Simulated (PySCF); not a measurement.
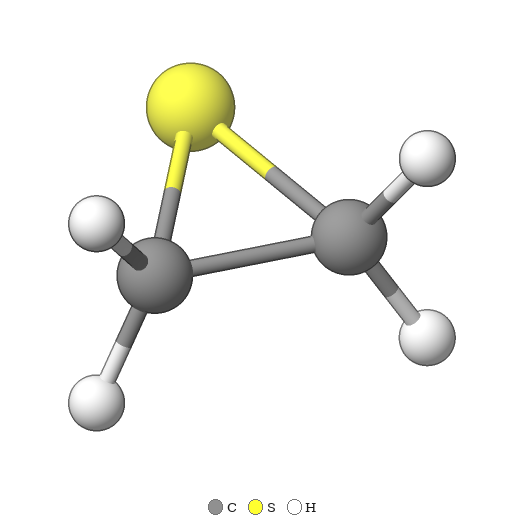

Rendered structure (ball-and-stick style).

The computed structure is the end point of a GFN2-xTB optimisation. No frequency run is at hand to confirm it as a minimum.

What is the molecular formula?

C₂H₄S, 7 atoms: 2 carbon, 4 hydrogen and 1 sulfur.

Count the bonded pairs by element.

4 C–H, 2 C–S, 1 C–C.

More results for the same structure follow; atom numbers are the same in all pictures, views and colours differ.

Geometry

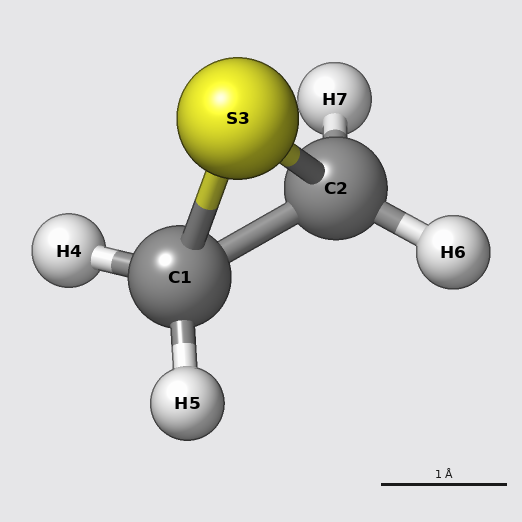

Atoms carry their numbers in the input. No frequency run is at hand to confirm it as a minimum.

Give the bond lengths.

```json
{"bond": "C1–C2", "length (Å)": "1.480", "order": "single"}
{"bond": "C1–S3", "length (Å)": "1.799", "order": "single"}
{"bond": "C1–H4", "length (Å)": "1.082", "order": "single"}
{"bond": "C1–H5", "length (Å)": "1.082", "order": "single"}
{"bond": "C2–S3", "length (Å)": "1.800", "order": "single"}
{"bond": "C2–H6", "length (Å)": "1.082", "order": "single"}
{"bond": "C2–H7", "length (Å)": "1.082", "order": "single"}
```

Ring current

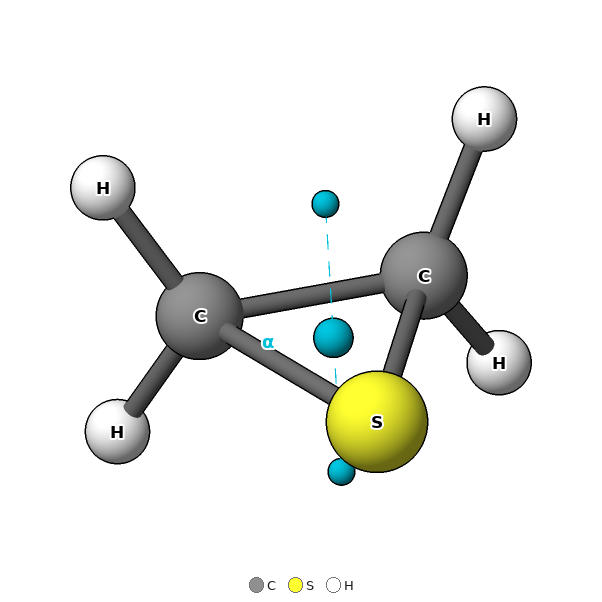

The small points mark where nucleus-independent chemical shifts (NICS) were computed: at the centre of each lettered ring and 1 Å above and below it. No frequency run is at hand to confirm it as a minimum. Level of theory: GIAO PBE0/pcSseg-1 NMR shielding, non-relativistic, gas phase (PySCF 2.14.0).

Give NICS(0), NICS(1) and the out-of-plane component NICS(1)zz for each ring (means of the two sides).

```json
{"ring": "α", "members": "C2S", "NICS(0)": "−47.9", "NICS(1)": "−8.3", "NICS(1)zz": "−24.3"}
```

Values in ppm.

Electronic properties

No frequency run is at hand to confirm it as a minimum. Level of theory: PBE0/pcSseg-1, gas phase (PySCF 2.14.0).

Computed properties:

- dipole moment: 1.99 D
- HOMO energy (Kohn–Sham orbital): −6.54 eV
- LUMO energy (Kohn–Sham orbital): 0.41 eV
- HOMO–LUMO gap: 6.95 eV

NMR shielding

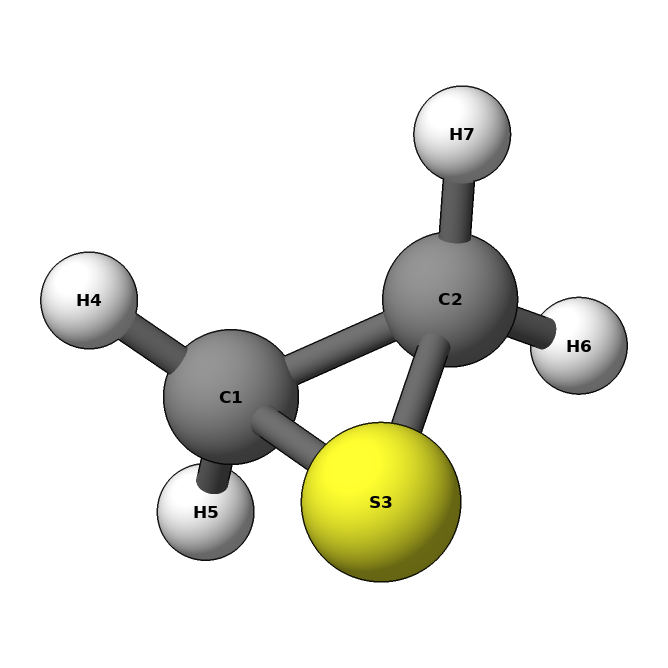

No frequency run is at hand to confirm it as a minimum. Properties computed with GIAO PBE0/pcSseg-1 NMR shielding, non-relativistic, gas phase (PySCF 2.14.0). Principal shieldings σ11 ≤ σ22 ≤ σ33, span Ω = σ33 − σ11, skew κ = 3(σiso − σ22)/Ω.

Give the shielding tensors of the C atoms.

| atom | σ11 | σ22 | σ33 | σiso | Ω | κ |
| --- | --- | --- | --- | --- | --- | --- |
| C1, C2 | 136.4 | 174.2 | 192.1 | 167.6 | 55.7 | −0.36 |

Shieldings and span in ppm.
